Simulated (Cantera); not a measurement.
Input: 1 mol Pb, 0.11 mol CO, 7.3 mol H2, held at 10.0 Pa.

Cantera equilibrium calculation (NASA polynomials, part measured and part estimated; ideal gas, pure solids and liquids). Candidate condensed phases: C, C6H6, C7H8, C8H18, H2O, Pb, PbO, PbO2, Pb3O4; 113 gas species. The numbers say what is thermodynamically allowed, not how fast it happens.

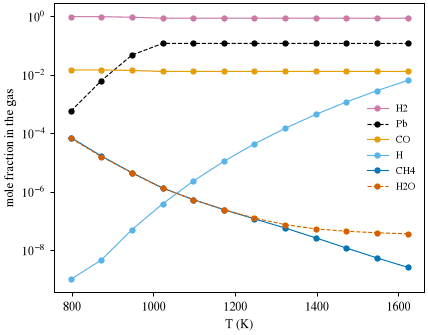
Figure. Equilibrium gas composition (values under 1e-9 drawn at 1e-9)

Task: Read off the mole fractions at 948 K.

Result: H2 about 0.94, Pb about 0.048, CO about 0.014, CH4 about 4.5e-6, H2O about 4.3e-6, H about 5.1e-8.
